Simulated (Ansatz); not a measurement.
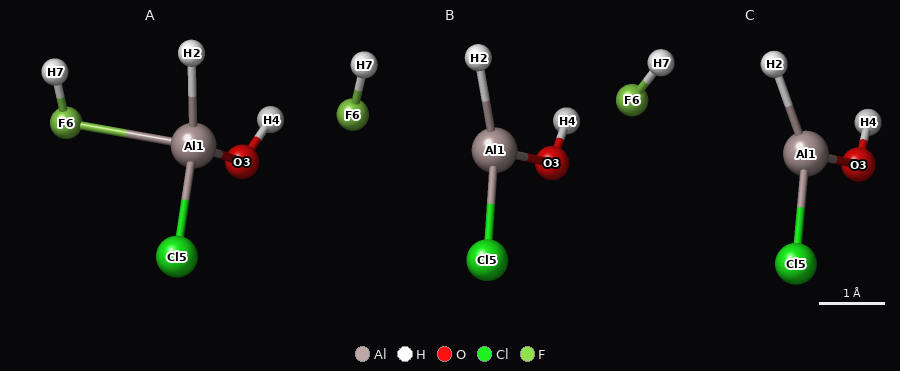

3 geometries from one relaxation of AlH$_{3}$OClF, in shuffled order. The picture is a ball-and-stick view, seen from a free direction.

The run prepares an end point of a later path (reaction) calculation, from a guessed geometry.

Theory: RKS PBE0/def2-SVP (Ansatz). Set-up: no spin polarisation; force threshold 0.03 eV/Å; at most 50 steps.

**Order the frames from highest to lowest energy.**

C, B, A. They are steps 0, 2, 13, at +7.42 kcal/mol, +2.84 kcal/mol relative to the last. The largest move after the best rigid fit is that of F6, 0.64 Å. By element the largest moves are F 0.64 Å, H 0.33 Å, Cl 0.32 Å, O 0.27 Å, Al 0.24 Å. Some distances before and after: Al1–F6 2.879 → 2.061 Å, Al1–H2 1.568 → 1.595 Å, Al1–Cl5 2.089 → 2.109 Å, Al1–O3 1.688 → 1.700 Å. New bonds form, among them: Al1–F6 (2.88 → 2.06 Å). The energy falls by 7.42 kcal/mol in 13 geometry steps. The largest force component goes from 0.27 to 0.0078 eV/Å. The run took 38 s on 1 thread of Arm Neoverse V2, with other jobs on the host, peak memory 0.14 GiB.
